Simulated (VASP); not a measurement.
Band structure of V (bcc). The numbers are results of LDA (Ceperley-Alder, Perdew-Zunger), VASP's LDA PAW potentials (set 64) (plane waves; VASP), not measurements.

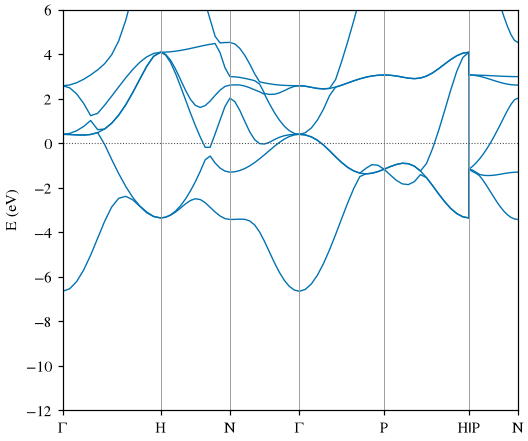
Figure. Bands along high-symmetry lines, zero at the valence-band maximum or, without a gap, the Fermi level

Question: Read the plot: is there a gap, and where are the band edges?

Answer: It has no gap at this level: it comes out as a metal or semimetal. (Edges off the drawn lines would not show.)

The compound is V in the bcc structure. It was relaxed first, which changed the volume by -10 %. The run is not spin-polarised, so no magnetic state was tried.
